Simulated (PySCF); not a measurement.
```xyz
18

N    -1.7578    0.4455   -1.9006
C    -1.1651    0.6972   -0.8243
C    -1.6614    0.3475    0.5634
N    -2.7528   -0.6092    0.4790
C     0.1636    1.4105   -0.8794
C     1.2147    0.5792   -0.3252
C     2.0650   -0.1332    0.1466
Si    3.3769   -1.2179    0.8559
H    -2.6515   -0.0282   -1.7775
H    -0.8053    0.0042    1.1687
H    -2.0487    1.2639    1.0237
H    -3.1667   -0.7614    1.3912
H    -2.4073   -1.5017    0.1397
H     0.1017    2.3404   -0.3045
H     0.3880    1.6456   -1.9220
H     4.2014   -1.7342   -0.2381
H     2.7178   -2.3186    1.5675
H     4.1785   -0.4232    1.7908
```

Geometry: GFN2-xTB.

Theory: PBE0/pcSseg-1, SCF density, gas phase, non-relativistic (PySCF 2.14.0).

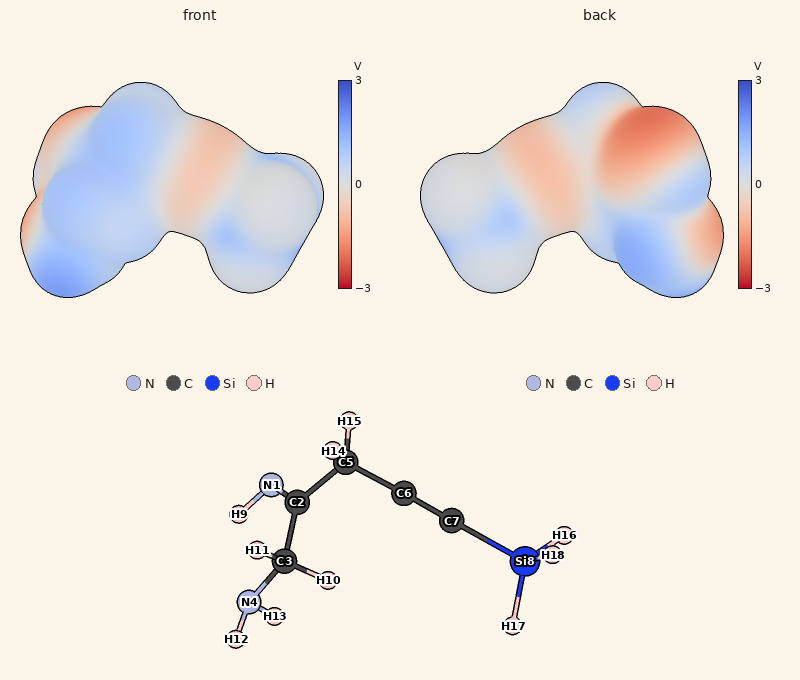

C5H10N2Si (SMILES [H]/N=C(\CN)CC#C[SiH3]). The electrostatic potential painted on the density surface at 0.002 e/bohr³, seen from the front and from behind; red is negative and blue positive. The bare structure is drawn below in the same view.

> Which sites attract a positive test charge, and which a negative one?

A positive charge is drawn to the negative regions and a negative charge to the positive ones. The most negative region (about −2.0 V) lies over N1, the most positive (about +1.6 V) over H12. N1 is the likeliest acceptor of a hydrogen bond.

> What dipole moment does the calculation give?

Its dipole moment is 2.84 D.
